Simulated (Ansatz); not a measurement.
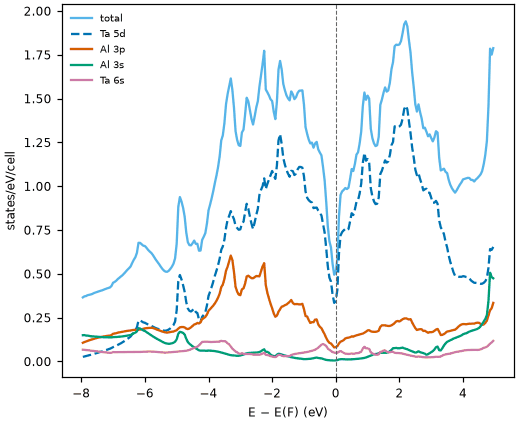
Figure. Total and projected density of states of TaAl (L1₀ or tetragonal B2, space group No. 123), the program Ansatz at the PBEsol level (PAW)

### Question
Which orbitals carry the states next to the Fermi level?

### Answer
Within 0.5 eV of the Fermi level: Ta 5d 73 %, Al 3p 14 %, Ta 6s 7 %. Projections are on Löwdin-orthogonalised atomic valence shells; empty p or d shells of many metals are not among them.

### Question
Where is the tallest occupied peak in this window, and what makes it?

### Answer
Near -2.2 eV, about 1.8 states/eV per cell; the largest projected share is Ta 5d.

Space group P4/mmm (L1₀ or tetragonal B2). The start of the workflow was typed in or built on a structure type; neither database checked (COD, Materials Project) lists it. Its standing as an ambient phase is unchecked. Symmetry was held in the PBEsol relaxation. At this level the phase is mechanically unstable. The run is not spin-polarised. Scalar-relativistic: spin–orbit coupling is off unless named, which matters more the heavier the elements.

Potentials: the later of the program's two PAW sets.
